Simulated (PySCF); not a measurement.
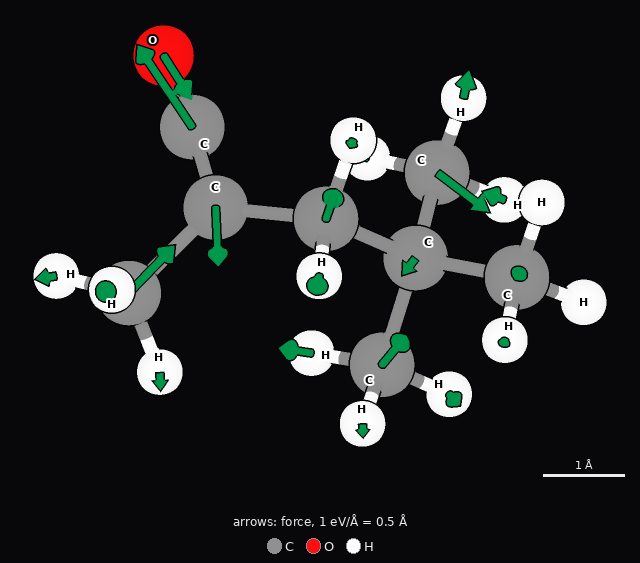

Starting geometry of C8H14O with the computed forces as green arrows. The picture is a ball-and-stick view, seen from a free direction.

The start comes from GFN2-xTB. Its atoms were then displaced at random by about 0.01 Å.

Level of theory: PBE0-D3(BJ)/def2-SVP geometry optimisation, gas phase (PySCF 2.14.0, density-fitted response routines). 

What follows when this structure is relaxed?

It isn't relaxed: the largest force vector, on a C atom, is 3.04 eV/Å. The final displacements have little in common with the starting forces (cosine between the two patterns 0.11). The O atom moves most after the best rigid fit: 0.33 Å. By element the largest moves are O 0.33 Å, H 0.24 Å, C 0.19 Å. Among the contacts that change: C–C 1.545 → 1.509 Å, C–H 1.068 → 1.101 Å, C–C 1.295 → 1.319 Å, C–H 1.126 → 1.101 Å. Bond angles that change, for instance: C–C–O 175.5° → 179.7°, H–C–H 111.5° → 107.6°, H–C–H 109.2° → 105.7°. Over 8 geometry steps the energy falls by 0.218 eV.
